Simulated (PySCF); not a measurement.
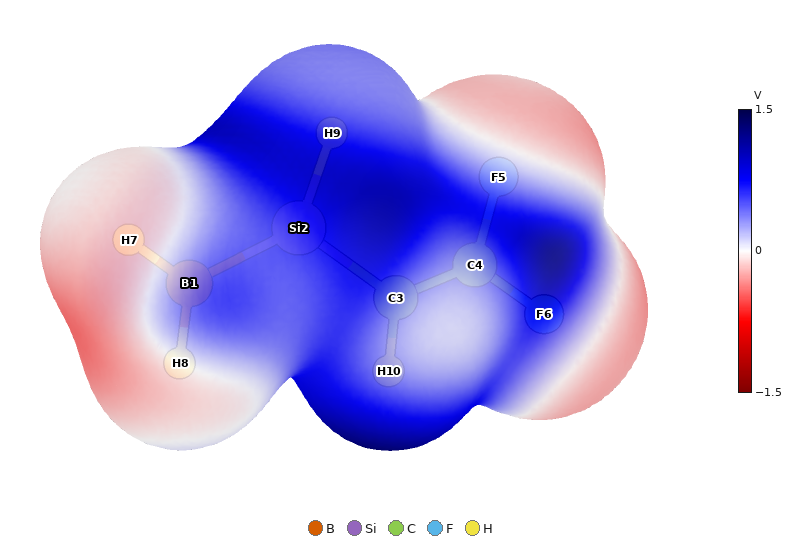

Figure 1: C2H4BF2Si (doublet). The molecular electrostatic potential painted on the density surface at 0.002 e/bohr³, seen at a tilt; red is negative and blue positive.

Geometry: GFN2-xTB.

Computed with UKS B3LYP, pcH-1 on B C F H Si, non-relativistic, mean-field spin-orbit, GIAO in PySCF 2.14.0, density-fitted response routines.

```xyz
10

B     2.3017   -0.7597   -0.1900
Si    0.6896   -0.1709    0.5872
C    -0.8121    0.2245   -0.4659
C    -1.9800    0.6403   -0.0114
F    -2.2863    0.8459    1.2693
F    -3.0526    0.9230   -0.7562
H     3.2409   -1.0085    0.4692
H     2.4003   -0.8914   -1.3529
H     0.2536    0.0886    1.9653
H    -0.7462    0.1129   -1.5372
```

### Describe the electrostatic potential map.

The most negative region (about −0.4 V) lies over H8, the most positive (about +1.3 V) over H10.
